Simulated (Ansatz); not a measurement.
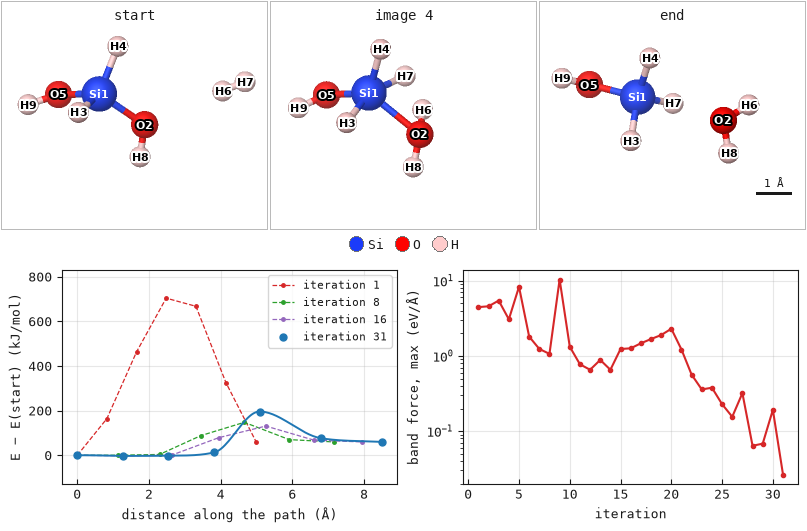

A nudged-elastic-band calculation for SiH₆O₂, made up of SiH4O2 and H₂. Images are numbered from 0 (start) to 6 (end). The plot follows the band through its iterations. The picture is a ball-and-stick view, seen at a tilt.

These are results of RKS PBE0-D4/def2-SVP in Ansatz, not measurements.

Input file:
```yaml
crystal:
  periodic: [false, false, false]
  atoms:
    - {symbol: Si, position_ang: [-0.813447, -0.440812, -0.236459]}
    - {symbol: O, position_ang: [0.813812, -0.289383, -0.130177]}
    - {symbol: H, position_ang: [-1.204423, -1.798632, -0.710884]}
    - {symbol: H, position_ang: [-1.292994, -0.179947, 1.135430]}
    - {symbol: O, position_ang: [-1.443749, 0.657222, -1.284291]}
    - {symbol: H, position_ang: [2.105654, 0.875852, 1.809391]}
    - {symbol: H, position_ang: [2.486936, 1.219266, 2.353357]}
    - {symbol: H, position_ang: [1.329797, -0.367859, -0.933779]}
    - {symbol: H, position_ang: [-1.981585, 0.324293, -2.002589]}
basis:
  gaussian: {orbitals: def2-SVP}
hamiltonian: {xc: pbe0, dispersion: d4}
neb:
  images: 5
  climbing: true
  max_iterations: 40
  initial_path: idpp
  final_atoms:
    - {symbol: Si, position_ang: [-0.624686, 0.415289, -0.084983]}
    - {symbol: O, position_ang: [1.657691, -1.266513, 0.361090]}
    - {symbol: H, position_ang: [-0.435432, -0.465236, -1.268216]}
    - {symbol: H, position_ang: [-0.894669, -0.406168, 1.122298]}
    - {symbol: O, position_ang: [-1.884972, 1.457303, -0.356134]}
    - {symbol: H, position_ang: [2.212272, -0.878585, 1.042366]}
    - {symbol: H, position_ang: [0.536561, 1.312269, 0.110843]}
    - {symbol: H, position_ang: [2.184775, -1.239928, -0.441178]}
    - {symbol: H, position_ang: [-2.751542, 1.071571, -0.486086]}
```

Run as
```bash
ansatz run in.yaml --threads 2 --pin off --events-out ev --progress --plain --max-ram 4352MiB
```

### How did the profile develop, and is the result final?

The run is converged, with reservations. The band converged in 31 iterations. The largest component of the band force went from 4.5 to 0.026 eV/Å. The climbing image converged on the top of the path. Its curvatures weren't checked. The largest force component is 0.58 eV/Å at the start and 0.45 eV/Å at the end; an end with forces this large is no minimum, and the barrier measured from it can be far off. The first iteration put the highest image at 704.3 kJ/mol. The energy climbs by 196.4 kJ/mol to image 4 and then falls by 136.4 kJ/mol, so the end point sits at +60.0 kJ/mol. Image 1 lies below both ends, at −2.6 kJ/mol, so an end isn't at the bottom of its valley.

Limits of the set-up: the start holds two separate molecules, 2.6 Å apart at their closest, whose relative position is a soft coordinate.

The run took of the order of 6 core-minutes on a shared host.
